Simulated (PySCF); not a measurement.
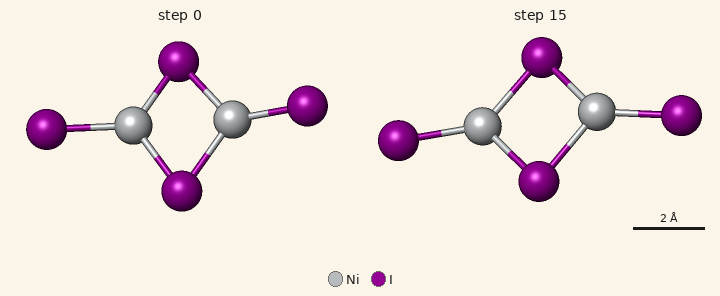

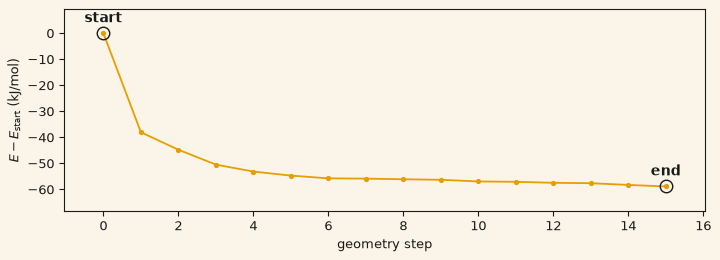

First and last geometry of a relaxation of Ni2I4 (multiplicity 5), with the history of the run. A ball-and-stick model, seen at a tilt.

The start comes from GFN2-xTB. Its atoms were then displaced at random by about 0.03 Å.

These are results of PBE0-D3(BJ)/def2-SVP geometry optimisation, gas phase in PySCF, not measurements. 

Read the history and describe the run.

Answer. The run was cut off at its time limit before the relaxation converged, so the last structure is only a point on the way. The largest move after the best rigid fit is that of an I atom, 0.51 Å. By element the largest moves are I 0.51 Å, Ni 0.37 Å. Near-neighbour distances that change, for instance: I–Ni 2.350 → 2.615 Å, I–Ni 2.307 → 2.429 Å, I–Ni 2.508 → 2.580 Å, I–Ni 2.544 → 2.599 Å. Bond angles that change, for instance: I–Ni–I 113.5° → 98.2°, I–Ni–I 125.2° → 139.8°, Ni–I–Ni 68.7° → 82.0°. The energy falls by 58.8 kJ/mol in 15 geometry steps. Cost: 43 min on 1 thread of Intel(R) Xeon(R) Platinum 8488C (shared host).

```
step  E − E(0), kJ/mol
   0              0.00
   1            -38.02
   2            -44.73
   3            -50.44
   4            -53.12
   5            -54.67
   6            -55.73
   7            -55.84
   8            -56.08
   9            -56.28
  10            -56.92
  11            -57.06
  12            -57.44
  13            -57.59
  14            -58.25
  15            -58.84
```
